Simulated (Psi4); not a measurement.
# UPBE0/cc-pVTZ (sweep point 2) run of S2 (SMILES S=S)

Aim: the vertical electron affinity of S2 at UPBE0/cc-pVTZ (sweep point 2), from 2 runs. 

The calculation is run with Psi4 1.11.

**1. Starting point**

The species is S2 (2 atoms), meant as a triplet with charge 0. As SMILES, `S=S`. Geometry: the measured bond length.

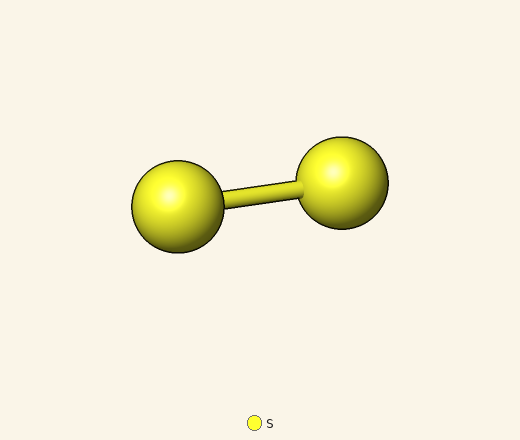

The structure, seen from a chosen angle (sulfur yellow).

**2. A single-point energy at UPBE0/cc-pVTZ (sweep point 2)**

File calc.in:

```
memory 1600 MB

molecule geom {
  0 3
  S      0.000000     0.000000     0.000000
  S      0.000000     0.000000     1.889200
  symmetry c1
}

set globals {
  reference uks
  puream true
  scf_type pk
  dft_radial_points 99
  dft_spherical_points 590
  maxiter 150
}

energy('pbe0/cc-pVTZ')
```

Run with:

```console
$ psi4 -n 1 calc.in calc.out
```

calc.out (excerpt; [...] marks lines left out):

```text
[...]
  Running in c1 symmetry.
[...]
  Nuclear repulsion =   71.707265472962106
[...]
  Multiplicity = 3
[...]
  Nalpha       = 17
  Nbeta        = 15
[...]
    Number of basis functions: 68
[...]
   @UKS iter   1:  -796.09946439242401   -1.84169e-01   4.07564e-03 DIIS/ADIIS
[...]
   @UKS iter   7:  -796.12674671917421   -8.64395e-09   1.73838e-07 DIIS
[...]
   @S^2 Observed:                2.010621295E+00
[...]
    Orbital Energies [Eh]
    ---------------------
    Alpha Occupied:
       1A    -89.106380     2A    -89.106372     3A     -8.061907
       4A     -8.061700     5A     -5.997528     6A     -5.997528
       7A     -5.997463     8A     -5.997463     9A     -5.996297
      10A     -5.995456    11A     -0.866066    12A     -0.652904
      13A     -0.414678    14A     -0.396737    15A     -0.396737
      16A     -0.260142    17A     -0.260142
    Alpha Virtual:
      18A     -0.000109    19A      0.183667    20A      0.225503
      21A      0.225503    22A      0.246363    23A      0.265378
      24A      0.265378    25A      0.293792    26A      0.300547
[...]
  @UKS Final Energy:  -796.12674671917421
   => Energetics <=
    Nuclear Repulsion Energy =             71.7072654729621064
    One-Electron Energy =               -1242.1036232350779756
    Two-Electron Energy =                 412.8191868722015556
    DFT Exchange-Correlation Energy =     -38.5495758292597728
    Empirical Dispersion Energy =           0.0000000000000000
    VV10 Nonlocal Energy =                  0.0000000000000000
    Total Energy =                       -796.1267467191742071
[...]
 Multipole Moments:
 ------------------------------------------------------------------------------------
     Multipole            Electronic (a.u.)      Nuclear  (a.u.)        Total (a.u.)
 ------------------------------------------------------------------------------------
 L = 1.  Multiply by 2.5417464519 to convert [e a0] to [Debye]
 Dipole X            :         -0.0000000            0.0000000           -0.0000000
 Dipole Y            :          0.0000000            0.0000000            0.0000000
 Dipole Z            :          0.0000000            0.0000000            0.0000000
 Magnitude           :                                                    0.0000000
[...]
```

Run time: 11 s. Hardware: 1 thread of Intel Xeon Platinum 8488C (Sapphire Rapids), shared host; peak memory 0.64 GiB.

**3. The doublet anion**

File input.in:

```
memory 1600 mb

molecule molecule1 {
  -1 2
  S      0.000000     0.000000     0.000000
  S      0.000000     0.000000     1.889200
  symmetry c1
}

set {
  basis                cc-pVTZ
  reference            uks
  puream               true
  scf_type             pk
  dft_radial_points    99
  dft_spherical_points 590
  maxiter              150
}

energy_value, wavefunction = energy("pbe0", return_wfn=True)
print_variables()
```

Run with:

```console
$ psi4 input.in input.out -n 1
```

input.out (excerpt; [...] marks lines left out):

```text
[...]
  Running in c1 symmetry.
[...]
  Nuclear repulsion =   71.707265472962106
[...]
  Multiplicity = 2
[...]
  Nalpha       = 17
  Nbeta        = 16
[...]
    Number of basis functions: 68
[...]
   @UKS iter   1:  -796.06190665936094   -1.46611e-01   6.63935e-03 DIIS/ADIIS
[...]
   @UKS iter   7:  -796.17127589695133   -1.71036e-08   2.27580e-07 DIIS
[...]
   @S^2 Observed:                7.553905709E-01
[...]
    Orbital Energies [Eh]
    ---------------------
    Alpha Occupied:
       1A    -88.808044     2A    -88.808037     3A     -7.767265
       4A     -7.767057     5A     -5.705302     6A     -5.705235
       7A     -5.703925     8A     -5.703073     9A     -5.695193
      10A     -5.695126    11A     -0.584076    12A     -0.365003
      13A     -0.142358    14A     -0.132707    15A     -0.107646
      16A      0.004115    17A      0.033064
    Alpha Virtual:
      18A      0.243215    19A      0.420314    20A      0.456085
      21A      0.469512    22A      0.470535    23A      0.521590
      24A      0.533259    25A      0.534796    26A      0.540109
[...]
  @UKS Final Energy:  -796.17127589695133
   => Energetics <=
    Nuclear Repulsion Energy =             71.7072654729621064
    One-Electron Energy =               -1251.1815926461390518
    Two-Electron Energy =                 422.0754203541824836
    DFT Exchange-Correlation Energy =     -38.7723690779567534
    Empirical Dispersion Energy =           0.0000000000000000
    VV10 Nonlocal Energy =                  0.0000000000000000
    Total Energy =                       -796.1712758969513288
[...]
 Multipole Moments:
 ------------------------------------------------------------------------------------
     Multipole            Electronic (a.u.)      Nuclear  (a.u.)        Total (a.u.)
 ------------------------------------------------------------------------------------
 L = 1.  Multiply by 2.5417464519 to convert [e a0] to [Debye]
 Dipole X            :         -0.0000000            0.0000000           -0.0000000
 Dipole Y            :          0.0000000            0.0000000            0.0000000
 Dipole Z            :         -0.0000000            0.0000000           -0.0000000
 Magnitude           :                                                    0.0000000
[...]
```

Wall time 11 s (1 thread of Intel Xeon Platinum 8488C (Sapphire Rapids), shared host); peak memory 0.64 GiB.

**4. Results**

At UPBE0/cc-pVTZ (sweep point 2):

| quantity | value |
| --- | --- |
| triplet S2: total energy | -796.12675 Eh |
| triplet S2: dipole moment | 0.00 D |
| triplet S2: HOMO energy (highest over α and β) | -7.08 eV |
| triplet S2: LUMO energy (lowest over α and β) | -3.53 eV |
| triplet S2: ⟨S²⟩ | 2.011 |
| doublet anion: total energy | -796.17128 Eh |
| doublet anion: HOMO energy (highest over α and β) | 1.11 eV |
| doublet anion: LUMO energy (lowest over α and β) | 3.25 eV |
| doublet anion: ⟨S²⟩ | 0.755 |
| vertical electron affinity (to the doublet anion) | 1.212 eV |

At fixed nuclei the extra electron is bound by 1.21 eV (117 kJ/mol). The basis has no diffuse functions, so the error can be as large as this value. The HOMO (doublet anion) lies at positive energy, 1.11 eV; only total energies tell whether the electron is bound.
